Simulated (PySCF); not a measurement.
Ga(OH)(OMe)(OEt), SMILES CC[O][Ga]([OH])[O]C (C3H9GaO3) at its GFN2-xTB optimised geometry (Å):

```
16

Ga    -0.3259    -0.3496     0.0000
O     -1.3701    -1.7623     0.0378
H     -1.0397    -2.6555     0.1085
O      1.4357    -0.3496     0.0000
C      2.3859    -1.3897     0.0911
H      1.9344    -2.3806     0.2158
H      2.9899    -1.3957    -0.8205
H      3.0333    -1.1933     0.9501
O     -0.9951     1.2771     0.0000
C     -2.3381     1.5844    -0.3222
C     -2.6564     1.2986    -1.7813
H     -3.0333     1.0320     0.3216
H     -2.4441     2.6555    -0.1099
H     -2.5099     0.2317    -1.9679
H     -3.6864     1.5646    -2.0063
H     -1.9868     1.8618    -2.4275
```

Computed with PySCF with CAM-B3LYP/def2-TZVP. Cells within 0.4 Å of a nucleus heavier than hydrogen are left out (blank, or x).

Map of the log10 of the electron density (e/bohr³), floored at −4 on the plane z = 0.0 Å:

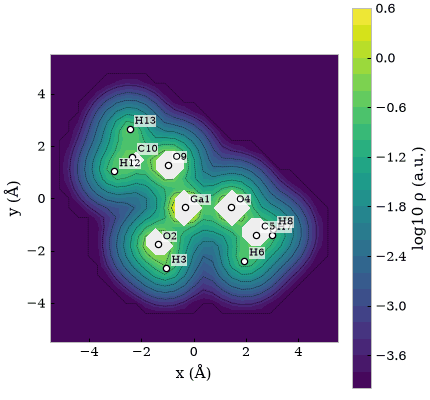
Figure: Log10 of the electron density (e/bohr³), floored at −4 on the plane z = 0.0 Å.
